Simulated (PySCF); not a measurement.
Boric acid, H3BO3, SMILES OB(O)O at its PBE0/def2-SVP optimised geometry (Å):

```
7

O     -1.1472    -1.2082     0.0003
B     -0.5031    -0.0122     0.0000
O      0.8713    -0.0122     0.0000
O     -1.2836     1.1081     0.0000
H     -0.5202    -1.9369     0.0019
H      1.2836     0.8542    -0.0008
H     -0.8019     1.9369    -0.0004
```

Level of theory: PBE0/def2-TZVP run with PySCF. Cells within 0.4 Å of a nucleus heavier than hydrogen are left out (blank, or x).

Map of the electron localisation function on the plane z = 0.0 Å:

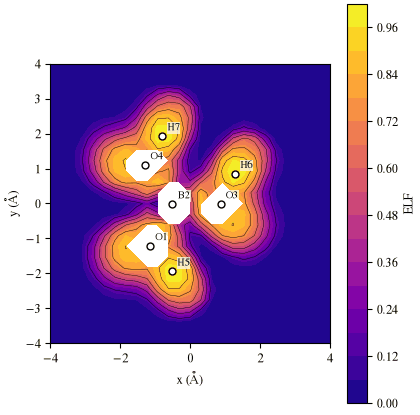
Figure. Electron localisation function on the plane z = 0.0 Å.
